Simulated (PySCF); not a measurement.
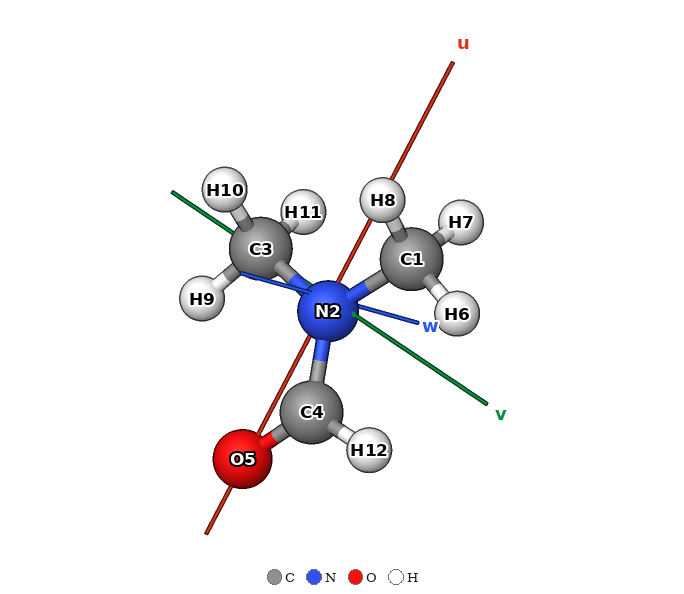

The lines u, v and w are the principal axes of the static dipole polarisability. Computed geometry: GFN2-xTB optimisation. No frequency run is at hand to confirm it as a minimum. Level of theory: CAM-B3LYP/def2-SVPD (PySCF 2.14.0).

Along which axis is the molecule most polarisable, and along which least?

Most along u (close to the long direction C1···O5), least along w.

Give the three principal values.

u 61.1, v 51.3, w 38.4 bohr³; mean 50.3, anisotropy 19.7 bohr³.
